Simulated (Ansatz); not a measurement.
**Fields on a plane of Pd (fcc, Cu type)**

```xyz
1
Lattice="0.0000 1.9713 1.9713 1.9713 0.0000 1.9713 1.9713 1.9713 0.0000" Properties=species:S:1:pos:R:3 pbc="T T T"
Pd     0.0000     0.0000     0.0000
```

The slice is a {111} plane (indices of the conventional cell) through the point (0.000, 0.000, 0.000) (fractional), spanned by u = [100] and v = [-1 2 0] in vectors of this cell: u (2.79 Å) and v (4.83 Å, at 90° to u). It covers one period; positions are fractions (u, v).

Atoms on it: Pd at (0.00, 0.00); Pd at (0.50, 0.50).

The numbers are results of PBE (plane waves to 420 eV, PAW, scalar-relativistic; Ansatz, a first-principles code), not measurements. k mesh 20×20×20. These are valence fields of a PAW run, semicore shells included where kept as valence: close to a nucleus they are smooth pseudo fields. Pd is run without spin polarisation. Pd was relaxed with its symmetry unable to fall. The PAW data are Ansatz's earlier set.

```
v \ u  0.00  0.12  0.25  0.38  0.50  0.62  0.75  0.88
-----  ----  ----  ----  ----  ----  ----  ----  ----
0.93      x     x     x   5.1   9.4   5.2     x     x
0.86      x     x     x   8.5  10.5   8.5     x     x
0.79    2.4   4.8   7.9   9.5   9.9   9.6   7.9   4.8
0.71    9.9   9.5   7.9   4.8   2.4   4.8   7.9   9.6
0.64   10.5   8.5     x     x     x     x     x   8.5
0.57    9.4   5.1     x     x     x     x     x   5.2
0.50    8.8   2.8     x     x     x     x     x   2.8
0.43    9.4   5.2     x     x     x     x     x   5.1
0.36   10.5   8.5     x     x     x     x     x   8.5
0.29    9.9   9.6   7.9   4.8   2.4   4.8   7.9   9.5
0.21    2.4   4.8   7.9   9.6   9.9   9.5   7.9   4.8
0.14      x     x     x   8.5  10.5   8.5     x     x
0.07      x     x     x   5.2   9.4   5.1     x     x
0.00      x     x     x   2.8   8.8   2.8     x     x
```

Values: electrostatic potential energy of an electron, from the cell's mean, in eV. Points within 1 Å of a nucleus are blanked (x), as the pseudised field means little there. Values under 2 eV are set to 2. The zero, the cell's mean, hangs on the PAW cores.

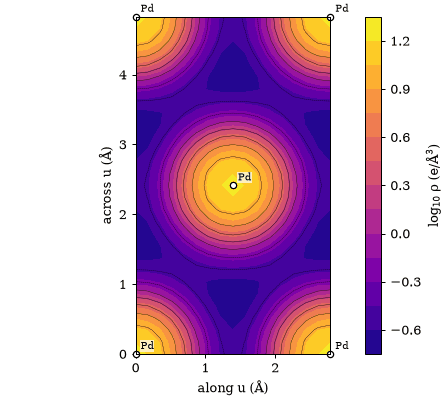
Figure. Log₁₀ of the valence density in e/Å³, one period of the plane, atoms marked. The scale is logarithmic, as a density can span decades between atoms and voids.

The density on the Pd–Pd line (2.79 Å) at its midpoint is 0.28 e/Å³ and the ELF at that point is 0.20.
